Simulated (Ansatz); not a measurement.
Frequency calculation, with input and output: Ge2H7Br

- system: Ge2H7Br
- method: RKS B3LYP-D4/def2-SVP (Ansatz 0.2.0)

It belongs to a series of runs on one base structure; here: vibrations at the highest image of the band.

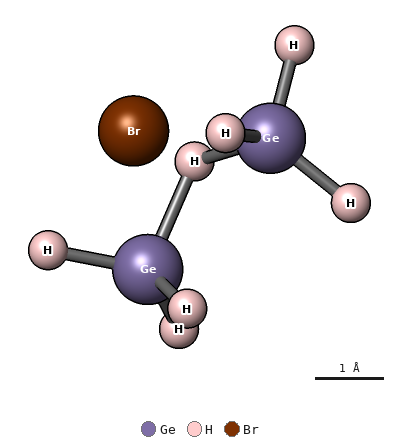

**Figure 1.** The structure (ball-and-stick view, seen at a tilt). Sticks mark near contacts.

### Input
```yaml
crystal:
  periodic: [false, false, false]
  atoms:
    - { symbol: Ge, position_ang: [-0.26017, 0.042986, 0.026969] }
    - { symbol: Ge, position_ang: [-0.051253, -0.014852, 2.861382] }
    - { symbol: H, position_ang: [-1.139849, -0.171967, 3.932981] }
    - { symbol: H, position_ang: [0.943275, -1.18708, 2.854992] }
    - { symbol: H, position_ang: [0.666136, 1.341935, 2.942399] }
    - { symbol: H, position_ang: [1.265816, 0.147862, 0.344098] }
    - { symbol: H, position_ang: [-0.700136, 1.356366, -0.614618] }
    - { symbol: H, position_ang: [-0.512909, -1.294306, -0.664279] }
    - { symbol: Br, position_ang: [-3.093827, -0.153271, 0.806187] }
    - { symbol: H, position_ang: [-1.219684, -0.067674, 1.53229] }
basis:
  gaussian: { orbitals: def2-SVP }
hamiltonian:
  xc: b3lyp
  dispersion: d4
phonons: {}
```

Machine: 4 threads of Arm Neoverse V1, 24 GiB of memory available, shared host.

Launched with:
```bash
ansatz run input.yaml --threads 4 --pin off --max-ram 5120MiB --backend cpu --events-out ev --progress --plain --runs-dir out
```

### What the program printed
```
Engine: ansatz 0.2.0, aarch64-unknown-linux-gnu
Functional definition: B3LYP
  parameter a0 = 0.2
  parameter ax = 0.72
  parameter ac = 0.81
  exchange = (1 - a0 - ax)*slater_x + ax*b88_x + a0*exact_x
  correlation = (1 - ac)*vwn_rpa_c + ac*lyp_c
1406 factors; integrals over basis functions are off by at most 3.3e-4 eV
mean field evaluation 1: about -183174.2729 eV, gradient 2.8e1 eV
mean field evaluation 2: about -183171.4272 eV, gradient 4.2e1 eV
mean field evaluation 4: about -183175.6112 eV, gradient 1.7e0 eV
mean field evaluation 8: about -183175.6222 eV, gradient 1.3e-1 eV
mean field evaluation 16: about -183175.6223 eV, gradient 1.8e-5 eV
mean field -183175.62226647 eV, -6731.5799573967 hartree, gradient 1.8e-5 eV, S^2 0.000000; 0 other end points of the search recorded, 0 dependent functions left out
the calculation of the forces begins
reference -183175.62255490 eV, -6731.5799679962 hartree; 53, 53 occupied and 78, 78 virtual orbitals, 1406 factors
these checks for a lower state are left out or cut short: stability, starts, cluster_reference, orbital_swaps, neighbouring_geometries, increment
1406 factors; integrals over basis functions are off by at most 3.3e-4 eV
mean field -183175.62227080 eV, -6731.5799575556 hartree, gradient 1.5e-6 eV, S^2 0.000000; 0 other end points of the search recorded, 0 dependent functions left out
[... from here on the field's lines of each further geometry are left out, up to the last ...]
the calculation of the forces begins
reference -183175.62255474 eV, -6731.5799679904 hartree; 53, 53 occupied and 78, 78 virtual orbitals, 1406 factors
these checks for a lower state are left out or cut short: stability, starts, cluster_reference, orbital_swaps, neighbouring_geometries, increment
1406 factors; integrals over basis functions are off by at most 3.3e-4 eV
mean field -183175.62223001 eV, -6731.5799560566 hartree, gradient 2.0e-6 eV, S^2 0.000000; 0 other end points of the search recorded, 0 dependent functions left out
the calculation of the forces begins
reference -183175.62251843 eV, -6731.5799666560 hartree; 53, 53 occupied and 78, 78 virtual orbitals, 1406 factors
WARN: phonons: modes at or below zero, which the zero-point energy, F, S and C_V leave out: 1, the lowest at -745.37 cm⁻¹. A minimum has none, and a first-order saddle one
Total energy: -183175.98747052 eV, -6731.5933783977 hartree
Atom 0 at    -0.260170     0.042986     0.026969 Å, force     0.010726     0.003392    -0.004938 eV/Å
Atom 1 at    -0.051253    -0.014852     2.861382 Å, force    -0.010736    -0.000838     0.005738 eV/Å
Atom 2 at    -1.139849    -0.171967     3.932981 Å, force     0.002253     0.002267    -0.002375 eV/Å
Atom 3 at     0.943275    -1.187080     2.854992 Å, force     0.002426    -0.005908    -0.000220 eV/Å
Atom 4 at     0.666136     1.341935     2.942399 Å, force     0.006665     0.005833     0.000337 eV/Å
Atom 5 at     1.265816     0.147862     0.344098 Å, force    -0.003228    -0.000527    -0.000050 eV/Å
Atom 6 at    -0.700136     1.356366    -0.614618 Å, force    -0.003053     0.002086     0.000097 eV/Å
Atom 7 at    -0.512909    -1.294306    -0.664279 Å, force    -0.000238    -0.003577    -0.003684 eV/Å
Atom 8 at    -3.093827    -0.153271     0.806187 Å, force    -0.002128    -0.002439    -0.000427 eV/Å
Atom 9 at    -1.219684    -0.067674     1.532290 Å, force    -0.002686    -0.000288     0.005522 eV/Å
Dipole moment:     1.071598     0.060039     0.174065 e Å
Vibrations: -745.37 87.51 100.84 128.70 162.12 243.75 333.04 449.78 519.59 617.04 726.76 767.49 801.97 857.36 864.92 866.75 906.84 1338.40 2026.78 2135.81 2164.01 2171.34 2184.57 2220.79 cm⁻¹, zero-point energy 1.405742 eV
```

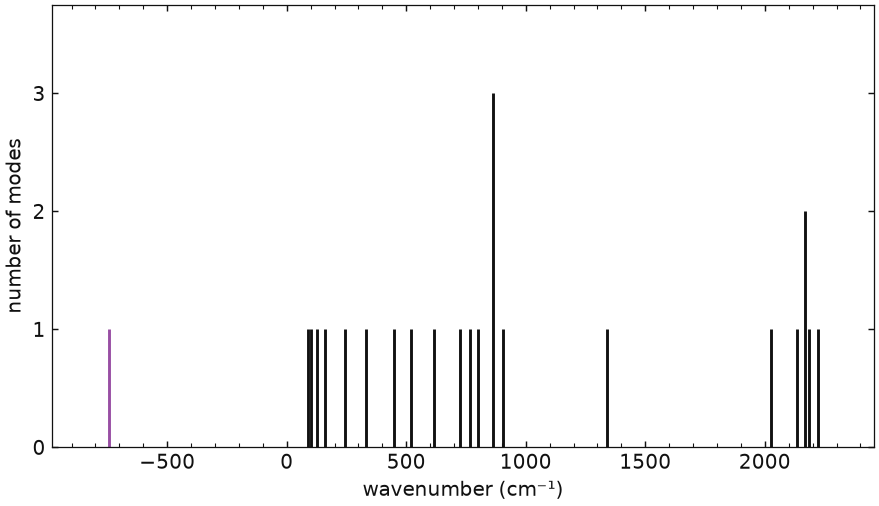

**Figure 2.** Harmonic vibrational wavenumbers from the force constants; neighbouring modes closer than 13 cm⁻¹ are counted in one stick, and imaginary ones are drawn at negative wavenumbers. 24 modes from 745i to 2221 cm⁻¹, 1 imaginary beyond 8i (745i cm⁻¹): a first-order saddle point, if the geometry is stationary.

### Summary

- outcome: converged
- total energy: −183175.9875 eV
- mean-field energy: −183175.6226 eV
- largest force (length of the vector): 0.012 eV/Å
- wall time: 1.9 min (CPU time 7 min)
- peak memory: 0.4 GiB
